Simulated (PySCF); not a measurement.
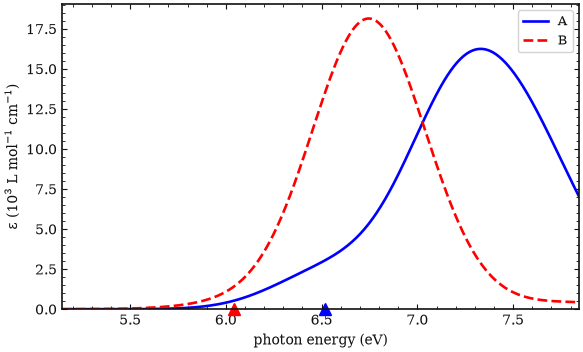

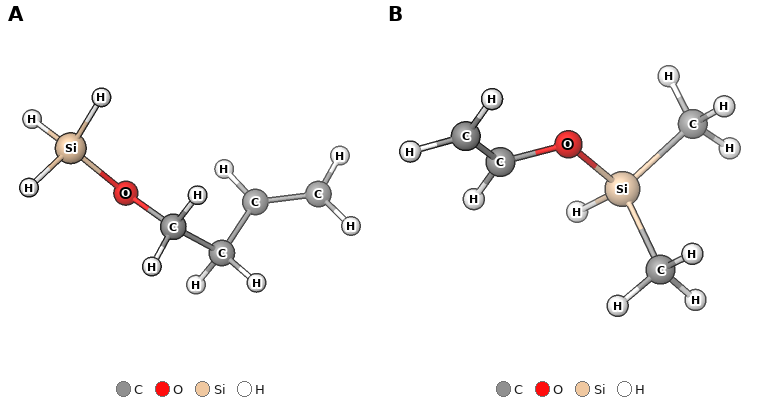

Related molecules: A is C₄H₁₀OSi, SMILES C=CCCO[SiH3]; B is C₄H₁₀OSi, SMILES C=CO[SiH](C)C. Vertical TDDFT absorption, B3LYP/def2-SVPD, PySCF 2.14.0, at a PBE0-D3(BJ)/def2-SVP geometry (no frequency check); Gaussians of 1/e half-width 0.40 eV, triangles mark S1, and the range ends where the computed states of one molecule run out.

How does the lowest singlet move?

Answer. A: 6.52 eV (f = 0.053, mainly HOMO → LUMO (71 %)); B: 6.04 eV (f = 0.005, mainly HOMO → LUMO (75 %)). From A to B it shifts 0.48 eV to the red, but one of these states is bright and the other nearly dark, so it isn't one band that moves.

And the brightest state of each within the range drawn?

Answer. A: S5 at 7.23 eV, f = 0.16; B: S4 at 6.73 eV, f = 0.37.

Caveats, for all or some of the runs: core orbitals are frozen in the response; one conformer of a flexible molecule; states above the negative HOMO energy depend on the basis.
